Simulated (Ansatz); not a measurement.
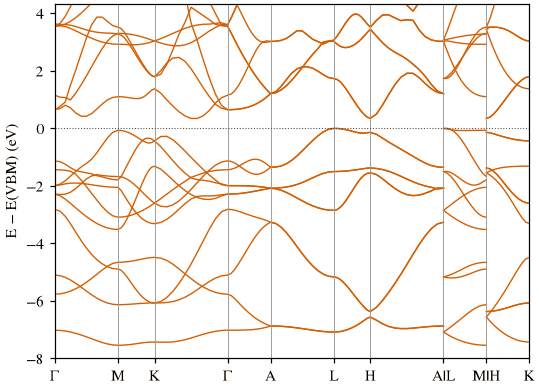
*Band structure from r²SCAN+D4 in the plane-wave PAW code Ansatz*

The gap is 0.33 eV; an edge lies off the plotted path or next to a special point (maximum on the L–M line, 4 % of the way from L, minimum on the K–Γ line, 55 % of the way from K).

Question: Pick the material that matches.
A) PbS, P6_3mc (Pb on 2a, S on 2b)
B) MoS2, P6_3/mmc (Mo on 2c, S on 4f)
C) Tl2S, P6_3/mmc (S on 2c, Tl on 2a, Tl on 2d)
D) MoS2, P-6m2 (Mo on 1a, S on 2h)

Answer: C, Tl2S, P6_3/mmc (S on 2c, Tl on 2a, Tl on 2d)

The workflow started from an entry of the Crystallography Open Database (COD), which files this formula under 2 space groups. Whether it is the stable phase at ambient conditions was not checked. The r²SCAN+D4 relaxation kept the symmetry of its start; whether a distortion lowers the energy is not shown. The volume moved by -39 % from the start of the relaxation. The volume fell by over 15 % from the filed cell, which may lack light atoms or belong to other conditions. Spin–orbit coupling is left out wherever it is not named.

Potentials: the later of the program's two PAW sets.
